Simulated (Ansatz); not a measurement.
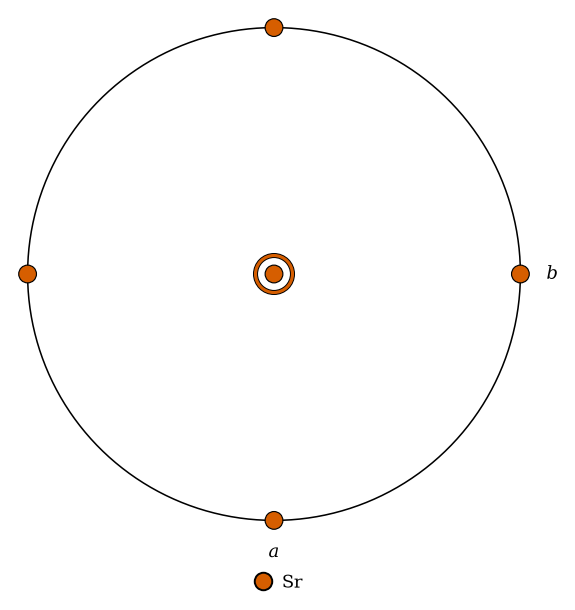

Directions from one boron atom at (1/2, 0, 0) to its bonded neighbours, in stereographic projection down c (filled: above the plane of the page or in it, open: below). Crystal: SrB3, the end point of a relaxation with DFT PBE, scalar-relativistic, plane waves, PAW (Ansatz 0.2.0); the starting structure was generated, so it need not be a known form of this composition. Geometry calculated from the standardised cell; symmetry tolerance 0.002 Å.

Neighbours are counted up to 3.30 Å for Sr.

```
CELL_PARAMETERS angstrom
5.95249 0.00000 0.00000
0.00000 5.95249 0.00000
0.00000 0.00000 5.95249
ATOMIC_POSITIONS crystal
Sr 0.00000 0.00000 0.00000
B 0.50000 0.00000 0.00000
B 0.25000 0.75000 0.75000
B 0.25000 0.25000 0.75000
Sr 0.00000 0.50000 0.50000
B 0.50000 0.50000 0.50000
B 0.25000 0.25000 0.25000
B 0.25000 0.75000 0.25000
Sr 0.50000 0.00000 0.50000
B 0.00000 0.00000 0.50000
B 0.75000 0.75000 0.25000
B 0.75000 0.25000 0.25000
Sr 0.50000 0.50000 0.00000
B 0.00000 0.50000 0.00000
B 0.75000 0.25000 0.75000
B 0.75000 0.75000 0.75000
```

How many neighbours are there, and at what angles?

6: 6 Sr at 2.98 Å. Angles between bonds: 90° (12×), 180° (3×).

What is the site's symmetry in the crystal?

Point group m-3m (Oh), order 48: three fourfold axes, four threefold axes, six twofold axes, nine mirror planes, an inversion centre. In Fm-3m, No. 225 this is Wyckoff position 4b.
